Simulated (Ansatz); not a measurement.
CdI2

Input file:

```
crystal:
  periodic: [false, false, false]
  atoms:
    - {symbol: Cd, position_ang: [-0.006198, -0.006396, -0.000171]}
    - {symbol: I, position_ang: [1.862100, -1.793898, -0.056560]}
    - {symbol: I, position_ang: [-1.855903, 1.800294, 0.056731]}
basis:
  gaussian: {orbitals: def2-TZVP, initial_orbitals: start.molden}
hamiltonian: {xc: pbe0, dispersion: d4}
scf: {omitted_lower_state_checks: [starts]}
output: {orbitals: {seedname: orbitals}}
```

Launched as:

```sh
ansatz run in.yaml --threads 4 --pin off --events-out ev --progress --plain --max-ram 3916MiB
```

Geometry: r2SCAN-D4/def2-TZVP; core potentials replace the inner electrons of Cd and I.

Theory: Ansatz, RKS PBE0-D4/def2-TZVP.

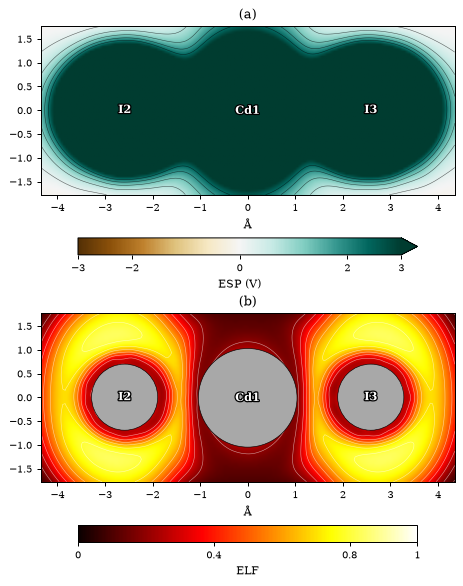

Figure 1. (a) electrostatic potential; (b) ELF on a plane that holds the molecular axis. Grey discs cover the atomic cores in the ELF map.

Question: What does the map show?

Answer: The plane passes through Cd and I nuclei. Cd–I (2.59 Å): the ELF peaks at about 0.60 in the valence shell of I, 1.1 Å from its nucleus, and is about 0.50 at the midpoint. The ELF also peaks beside I2 and I3, away from the bonds: lone-pair regions. The potential has no marked negative region in this plane.

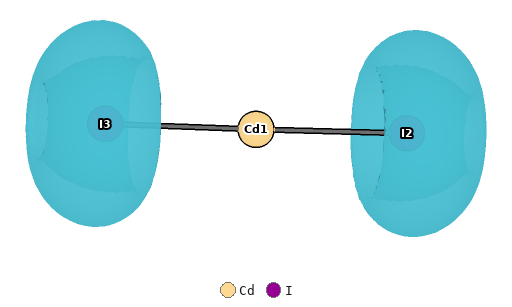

Figure 2. Isosurface of the electron localisation function at 0.75 (cyan), seen from one side. Only the valence region is drawn (cores and ρ < 0.01 e/Å³ removed).

Question: What do the ELF domains correspond to?

Answer: The surface consists of two rings or bowls of non-bonding electrons around I.

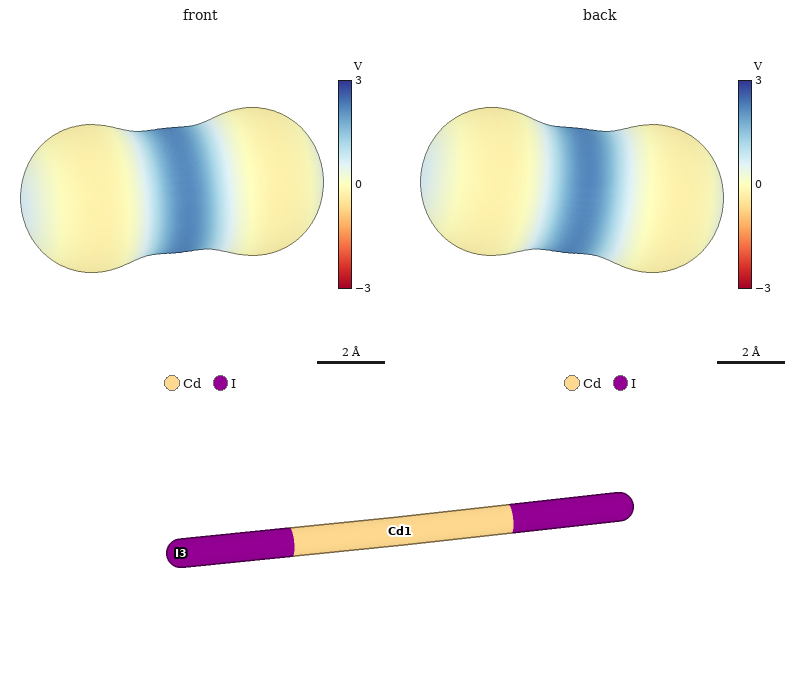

Figure 3. The electrostatic potential painted on the density surface at 0.002 e/bohr³, seen from the front and from behind; the colour scale runs from red (negative) to blue (positive). The bare structure is drawn below in the same view.

Question: Describe the electrostatic potential map.

Answer: The most negative region (about −0.2 V) lies over I2 and I3, the most positive (about +2.2 V, or +51 kcal/mol for a unit charge) over Cd1. I2 shows a σ-hole: about +0.6 V, or +14 kcal/mol for a unit charge at the tip opposite its bond, against about −0.2 V on its flanks. I3 shows a σ-hole: about +0.6 V, or +14 kcal/mol for a unit charge at the tip opposite its bond, against about −0.2 V on its flanks.
